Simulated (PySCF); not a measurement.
# AlH2O (SMILES [O][AlH2]): USVWN5/STO-3G

What is the energy change on altering one bond length of AlH2O at USVWN5/STO-3G? 

The calculation is run with PySCF 2.14.0.

7 further runs of the same task are left out: 7 set aside as unsound or not needed.

**1. The structure to begin with**

The species is AlH2O (4 atoms), meant as a doublet with charge 0. As SMILES, `[O][AlH2]`. The coordinates come from a PBE0-D4/def2-TZVP relaxation.

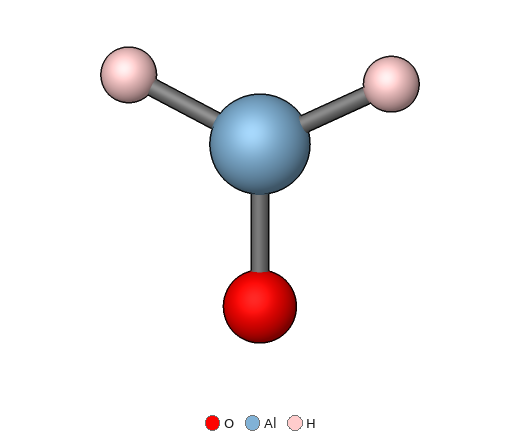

The structure, seen from a chosen angle (oxygen red, aluminium light blue, hydrogen pink).

**2. A single-point energy at USVWN5/STO-3G**

Contents of run.py:

```python
from pyscf import gto, dft

mol = gto.M(
    atom='''
O      0.118297    -1.618172     2.648262
Al     0.021354     0.056503    -0.151934
H     -2.172429    -0.681813    -2.033345
H      2.137469     2.129343    -0.501344
''',
    verbose=4,
    basis='sto-3g',
    unit='bohr',
    spin=1,
    max_memory=1860,
)

myscf = dft.UKS(mol)
myscf.xc = 'svwn'
myscf.conv_tol = 1e-10
myscf.grids.level = 5
myscf.kernel()
if not myscf.converged:
    myscf = myscf.newton().run(myscf.mo_coeff, myscf.mo_occ)

etot = myscf.e_tot
print('E(%s) = %.9f' % ('SVWN5', etot))
```

Launch:

```
$ OMP_NUM_THREADS=1 python run.py
```

Standard output:

```text
PySCF version 2.14.0

[INPUT] num. atoms = 4
[INPUT] num. electrons = 23
[INPUT] charge = 0
[INPUT] spin (= nelec alpha-beta = 2S) = 1
[INPUT] symmetry False subgroup None
[INPUT] Mole.unit = bohr
[INPUT] Symbol           X                Y                Z      unit          X                Y                Z       unit  Magmom
[INPUT]  1 O      0.062600076520  -0.856299745749   1.401399898945 AA    0.118297000000  -1.618172000000   2.648262000000 Bohr   0.0
[INPUT]  2 Al     0.011300050162   0.029900099949  -0.080400010364 AA    0.021354000000   0.056503000000  -0.151934000000 Bohr   0.0
[INPUT]  3 H     -1.149599919142  -0.360799901709  -1.075999835938 AA   -2.172429000000  -0.681813000000  -2.033345000000 Bohr   0.0
[INPUT]  4 H      1.131099883848   1.126799789832  -0.265299819631 AA    2.137469000000   2.129343000000  -0.501344000000 Bohr   0.0

nuclear repulsion = 43.7851356904506
number of shells = 10
number of NR pGTOs = 48
number of NR cGTOs = 16
basis = sto-3g
ecp = {}

******** <class 'pyscf.dft.uks.UKS'> ********
method = UKS
initial guess = minao
damping factor = 0
level_shift factor = 0
DIIS = <class 'pyscf.scf.diis.CDIIS'>
diis_start_cycle = 1
diis_space = 8
diis_damp = 0
SCF conv_tol = 1e-10
SCF conv_tol_grad = None
SCF max_cycles = 50
direct_scf = True
direct_scf_tol = 1e-13
number electrons alpha = 12  beta = 11
XC library pyscf.dft.libxc version 7.0.0
    S. Lehtola, C. Steigemann, M. J.T. Oliveira, and M. A.L. Marques.,  SoftwareX 7, 1–5 (2018)
XC functionals = svwn
    P. A. M. Dirac.,  Math. Proc. Cambridge Philos. Soc. 26, 376 (1930)
    F. Bloch.,  Z. Phys. 57, 545 (1929)
    S. H. Vosko, L. Wilk, and M. Nusair.,  Can. J. Phys. 58, 1200 (1980)
radial grids:
    Treutler-Ahlrichs [JCP 102, 346 (1995); DOI:10.1063/1.469408] (M4) radial grids

becke partition: Becke, JCP 88, 2547 (1988); DOI:10.1063/1.454033
pruning grids: <function nwchem_prune>
grids dens level: 5
symmetrized grids: False
atomic radii adjust function: <function treutler_atomic_radii_adjust>
small_rho_cutoff = 0
Set gradient conv threshold to 1e-05
tot grids = 133112
init E= -312.882636337859
[... the frontier-level lines of each cycle are left out ...]

cycle= 1 E= -312.646711692941  delta_E= 0.236  |g|= 0.642  |ddm|= 1.63
cycle= 2 E= -305.790076890464  delta_E= 6.86  |g|= 2.03  |ddm|= 4.73
cycle= 3 E= -313.143412520209  delta_E= -7.35  |g|= 0.14  |ddm|= 4.38
cycle= 4 E= -313.150970323961  delta_E= -0.00756  |g|= 0.107  |ddm|= 0.185
cycle= 5 E= -313.154393341439  delta_E= -0.00342  |g|= 0.079  |ddm|= 0.089
cycle= 6 E= -313.159672083714  delta_E= -0.00528  |g|= 0.0215  |ddm|= 0.101
cycle= 7 E= -313.160043253136  delta_E= -0.000371  |g|= 0.00494  |ddm|= 0.0259
cycle= 8 E= -313.160066317359  delta_E= -2.31e-05  |g|= 0.000197  |ddm|= 0.00839
cycle= 9 E= -313.160066368254  delta_E= -5.09e-08  |g|= 9.3e-05  |ddm|= 0.000692
cycle= 10 E= -313.160066376399  delta_E= -8.15e-09  |g|= 7.36e-06  |ddm|= 0.000171
cycle= 11 E= -313.160066376459  delta_E= -5.99e-11  |g|= 1.21e-06  |ddm|= 1.82e-05
Extra cycle  E= -313.160066376458  delta_E= 1.08e-12  |g|= 1.8e-06  |ddm|= 6.23e-06
converged SCF energy = -313.160066376458  <S^2> = 0.75600246  2S+1 = 2.0059935
E(SVWN5) = -313.160066376
```

Wall time 1.7 s (1 thread of Arm Neoverse V2, shared host); peak memory 0.14 GiB.

**3. The distorted shape**

Contents of input.xyz:

```xyz
4
AlH2O
O      1.455662    -0.387466     2.596104
Al     1.404362     0.498734     1.114304
H     -1.149600    -0.360800    -1.076000
H      2.524162     1.595634     0.929404
```

Contents of input.py:

```python
from pyscf import gto, dft

molecule = gto.Mole()
molecule.atom = 'input.xyz'
molecule.basis = 'sto-3g'
molecule.max_memory = 1860
molecule.spin = 1
molecule.verbose = 3
molecule.build()

mf = dft.UKS(molecule, xc='svwn')
mf.grids.level = 5
mf.conv_tol = 1e-10
mf.kernel()
if not mf.converged:
    mf = mf.newton().run(mf.mo_coeff, mf.mo_occ)

etot = mf.e_tot
print('E = %.10f Eh' % etot)
```

Launch:

```
$ OMP_NUM_THREADS=1 python input.py
```

Standard output:

```text
converged SCF energy = -312.991091897064  <S^2> = 0.80001979  2S+1 = 2.0494095
E = -312.9910918971 Eh
```

Run time: 2.6 s. Hardware: 1 thread of Arm Neoverse V2, shared host; peak memory 0.14 GiB.

**4. Results**

Level: USVWN5/STO-3G.

| quantity | value |
| --- | --- |
| first shape: total energy | -313.16007 Eh |
| first shape: dipole moment | 0.70 D |
| first shape: HOMO energy (highest over α and β) | -2.06 eV |
| first shape: LUMO energy (lowest over α and β) | -1.20 eV |
| first shape: ⟨S²⟩ | 0.756 |
| distorted shape: total energy | -312.99109 Eh |
| distorted shape: dipole moment | 2.45 D |
| distorted shape: HOMO energy (highest over α and β) | -0.99 eV |
| distorted shape: LUMO energy (lowest over α and β) | 0.46 eV |
| distorted shape: ⟨S²⟩ | 0.800 |
| energy change with the Al2–H3 bond stretched from 1.578 to 3.473 Å | 4.598 eV |

**Reading.** With the Al2–H3 bond stretched from 1.578 to 3.473 Å the energy rises by 4.60 eV (444 kJ/mol). The first shape isn't relaxed at this level, so the change isn't measured from a minimum. The minimal basis adds a large error of its own. Mulliken charges (distorted shape) run from -0.31 on O1 to +0.47 on Al2.
